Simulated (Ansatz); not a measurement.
# F4HOTa···H2O: what the fields show

Input file:

```
crystal:
  periodic: [false, false, false]
  atoms:
    - { symbol: Ta, position_ang: [0.0, 0.0, 0.0] }
    - { symbol: O, position_ang: [2.37, 0.0, 0.0] }
    - { symbol: H, position_ang: [2.7071, -0.5308, 0.7903] }
    - { symbol: F, position_ang: [0.0, 0.0, 1.93] }
    - { symbol: F, position_ang: [0.0, 0.0, -1.93] }
    - { symbol: O, position_ang: [-1.01, 1.7493, 0.0] }
    - { symbol: H, position_ang: [-1.4859, 1.8638, 0.8834] }
    - { symbol: F, position_ang: [-0.965, -1.6714, 0.0] }
    - { symbol: F, position_ang: [0.7032, -1.7912, 1.127] }
    - { symbol: H, position_ang: [1.8595, -1.1638, 0.7323] }
basis:
  gaussian: { orbitals: def2-SVP }
hamiltonian:
  xc: hf
relax:
  f_tol: 0.15
  max_steps: 25
  restrain:
    - { distance: [0, 8], at: 1.93, k: 30.0 }
    - { distance: [9, 1], at: 1.01, k: 30.0 }
    - { distance: [0, 1], at: 3.22, k: 30.0 }
    - { distance: [9, 8], at: 2.12, k: 30.0 }
output:
  orbitals: {}
```

Run with:

```sh
ansatz run input.yaml --threads 2 --pin off --max-ram 3072MiB --backend cpu --events-out ev --progress --plain --runs-dir out
```

The fields are those of the run's last geometry, not of the input's.

Core potentials replace the inner electrons of Ta; not at a stationary point (largest force 1.3 eV/Å).

Computed with Ansatz 0.2.0, RHF/def2-SVP.

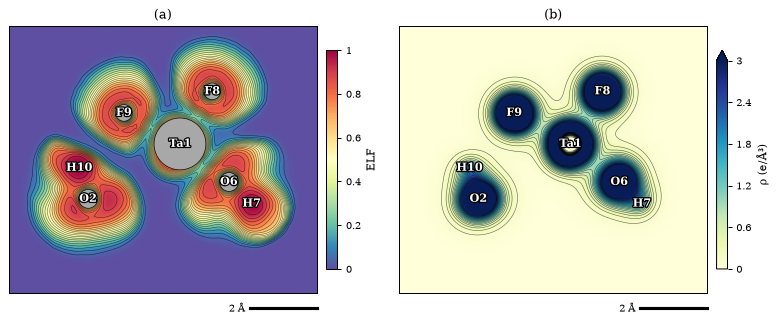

Figure 1. (a) electron localisation function; (b) electron density on the plane of atoms F8, Ta1 and F9. Grey discs cover the atomic cores in the ELF map.

Describe what can be read from this map.

- The plane passes through Ta, O, H and F nuclei.
- Ta1···O2 (3.21 Å): the density falls to about 0.04 e/Å³ on the way; the ELF dips to about 0 between them.
- Ta–F (1.85 Å): the density is about 1 e/Å³ at the midpoint; the ELF peaks at about 0.85 in the valence shell of F, 0.5 Å from its nucleus, and drops to about 0.25 between the two atoms.
- Ta–O (1.86 Å): ρ at the midpoint is about 1 e/Å³; the ELF peaks at about 0.80 in the valence shell of O, 0.5 Å from its nucleus, and drops to about 0.20 between the two atoms.
- O–H (0.94 Å): ρ is about 3.9 e/Å³ halfway; the ELF climbs to about 1 towards the hydrogen, as it does in any bond to H (an ordinary covalent bond to hydrogen).
- Ta–F (1.92 Å): ρ at the midpoint is about 0.89 e/Å³; the ELF peaks at about 0.85 in the valence shell of F, 0.5 Å from its nucleus, and drops to about 0.20 between the two atoms.
- The ELF also peaks beside O2, away from the bonds: lone-pair regions.

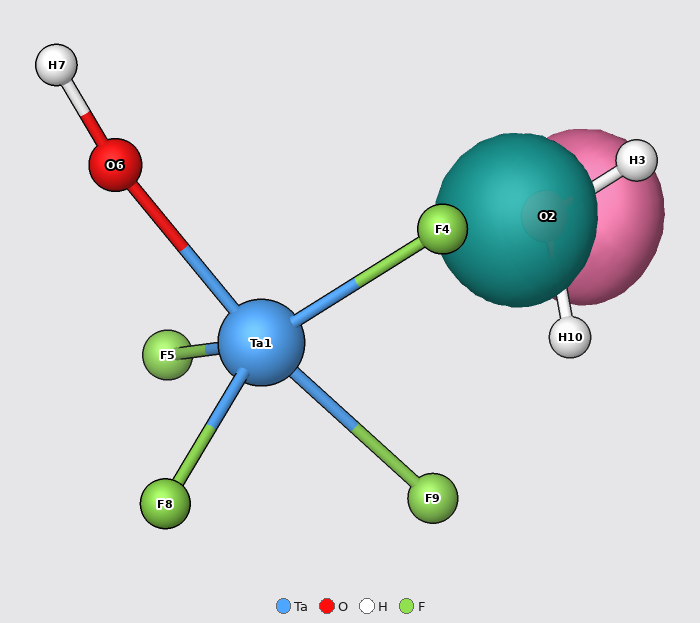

Figure 2. The HOMO at ±0.3 Å⁻³ᐟ² (teal and pink are the two phases), seen at a tilt.

Where does this orbital lie, and at what energy?

It lies mainly on O2 (about 85 %); largely a lone pair of O2. Its energy is −14.12 eV.
